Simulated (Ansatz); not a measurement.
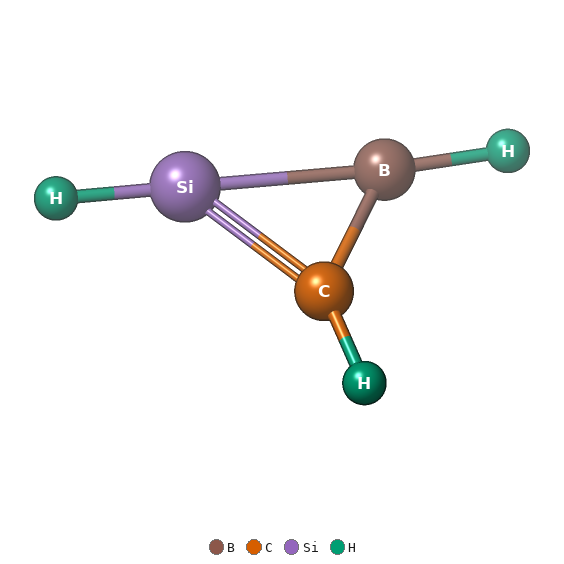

The picture comes from a calculation with Ansatz.

Orthographic view. Distant atoms are faded towards the background colour. Geometry: moved along internal coordinates away from the minimum.

> Write the InChI string.

InChI=1S/CH3BSi/c1-2-3-1/h1-3H
